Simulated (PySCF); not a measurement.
# AlH4 (charge −1): geometry relaxation

System: AlH4, charge −1.
Method: PBE0-D3(BJ)/ma-def2-SVP geometry optimisation, gas phase (PySCF 2.14.0).

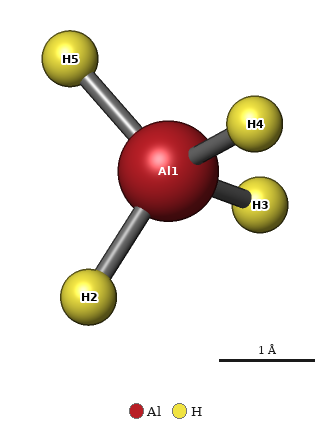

**Figure 1.** The starting structure (ball-and-stick view, seen at a tilt; atoms are numbered from 1 in the order of the input). Sticks mark near contacts. Bond lengths as drawn: Al–H 1.63 Å.

Summary

- outcome: converged
- total energy: −244.640773 hartree
- point group: Td
- hardware: 1 CPU thread, shared host
- wall time: 1.1 s
- peak memory: 0.46 GiB

The input
```
{"job": {"xc": "PBE0", "basis": "ma-def2-SVP", "d3": "d3bj", "grid": 1, "kind": "geom"}, "charge": -1, "multiplicity": 1}
Al     0.021493    -0.029757     0.301023
H      1.535514    -0.148552    -0.283554
H     -0.875712    -1.263261    -0.266026
H     -0.635365     1.381856    -0.174247
H      0.061593    -0.090225     1.927466
```

The first line tells a small driver script what to run in PySCF; the rest is the geometry in Å.

Launched with:
```bash
OMP_NUM_THREADS=1 python <driver script> task.json out
```

Output
```
step   0  E = -244.64029349  max force = 0.005311
step   1  E = -244.64067823  max force = 0.002253
step   2  E = -244.64077253  max force = 0.000102
step   3  E = -244.64077291  max force = 0.000012
optimisation converged
```

Trajectory as extended XYZ (Å, eV, eV/Å), 4 frames, from step=0 to step=3
```
5
Properties=species:S:1:pos:R:3:forces:R:3 step=0 energy=-6657.00146
Al    0.0215   -0.0298    0.3010   -0.0019   0.0018   0.0046
H     1.5355   -0.1485   -0.2836    0.2624  -0.0172  -0.1005
H    -0.8757   -1.2633   -0.2660   -0.1573  -0.2140  -0.0977
H    -0.6354    1.3819   -0.1742   -0.1096   0.2395  -0.0795
H     0.0616   -0.0902    1.9275    0.0063  -0.0101   0.2731
5
Properties=species:S:1:pos:R:3:forces:R:3 step=1 energy=-6657.01193
Al    0.0214   -0.0300    0.3009    0.0005  -0.0026  -0.0025
H     1.5685   -0.1483   -0.2958   -0.1105   0.0086   0.0428
H    -0.8952   -1.2893   -0.2804    0.0661   0.0906   0.0409
H    -0.6489    1.4123   -0.1818    0.0467  -0.1009   0.0346
H     0.0617   -0.0949    1.9613   -0.0028   0.0043  -0.1159
5
Properties=species:S:1:pos:R:3:forces:R:3 step=2 energy=-6657.01450
Al    0.0214   -0.0301    0.3009    0.0001  -0.0006  -0.0005
H     1.5590   -0.1462   -0.2918   -0.0052   0.0008   0.0021
H    -0.8887   -1.2810   -0.2789    0.0033   0.0045   0.0015
H    -0.6453    1.4039   -0.1769    0.0020  -0.0044   0.0021
H     0.0611   -0.0967    1.9510   -0.0002  -0.0003  -0.0051
5
Properties=species:S:1:pos:R:3:forces:R:3 step=3 energy=-6657.01451
Al    0.0214   -0.0301    0.3009   -0.0001   0.0001   0.0001
H     1.5588   -0.1441   -0.2913    0.0003   0.0004   0.0000
H    -0.8875   -1.2799   -0.2817    0.0000  -0.0001  -0.0006
H    -0.6457    1.4041   -0.1740   -0.0002   0.0002   0.0005
H     0.0605   -0.1001    1.9504   -0.0001  -0.0006   0.0000
```

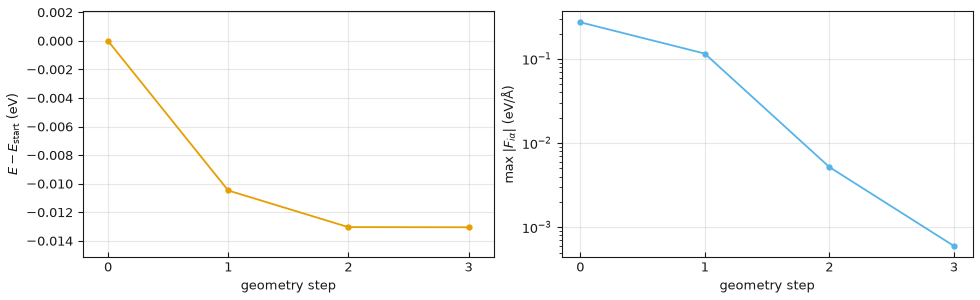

**Figure 2.** Progress of the relaxation, step by step (steps are counted from 0).

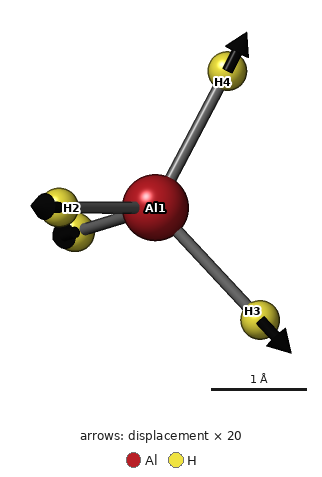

**Figure 3.** The starting structure with the displacements as black arrows, magnified 20 times (ball-and-stick view, seen at a tilt). The two geometries are laid on each other by the best rigid fit. The largest moves after the best rigid fit, 0.025 Å, are those of H2 and H3. Al stays in place. Among the contacts that change: Al1–H2 1.627 → 1.651 Å. The energy falls by 0.013 eV in 3 geometry steps. Largest force component: 0.27 eV/Å at the start, 0.0006 eV/Å at the end. (Atoms are counted from 1 in the order of the input.)
